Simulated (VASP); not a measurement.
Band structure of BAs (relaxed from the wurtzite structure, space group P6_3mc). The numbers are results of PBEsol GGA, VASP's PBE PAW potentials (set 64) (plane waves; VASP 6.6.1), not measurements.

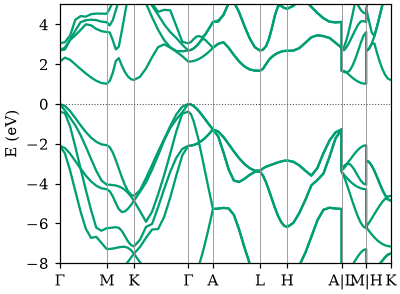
*Bands along high-symmetry lines, zero at the valence-band maximum or, without a gap, the Fermi level*

### Question
Read the plot: is there a gap, and where are the band edges?

### Answer
The gap is indirect, 1.01 eV, from the valence maximum at Γ to the conduction minimum at M. (Edges off the drawn lines would not show.)

The structure was generated: BAs was put into the wurtzite type (P6_3mc), which need not be its known phase. It was relaxed first, which changed the volume by +6 %.
